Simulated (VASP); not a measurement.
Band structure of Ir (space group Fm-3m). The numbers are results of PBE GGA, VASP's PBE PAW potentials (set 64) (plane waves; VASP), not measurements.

Unless said otherwise, spin-orbit coupling is left out, though it shifts the bands of the heavy elements here.

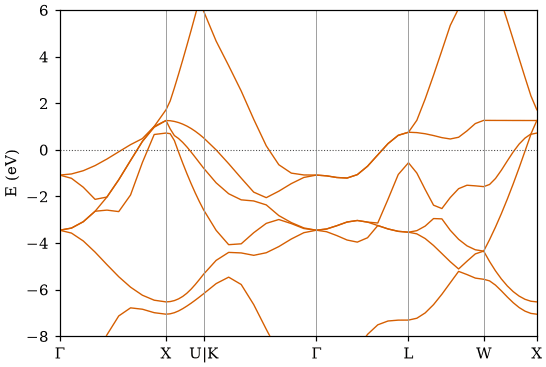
Bands along high-symmetry lines, zero at the valence-band maximum or, without a gap, the Fermi level

### Question
Read the plot: is there a gap, and where are the band edges?

### Answer
It has no gap at this level: it comes out as a metal or semimetal.

The structure comes from a computed database's Ir entry; how it stands against other phases isn't given here. The cell was not relaxed at this level.
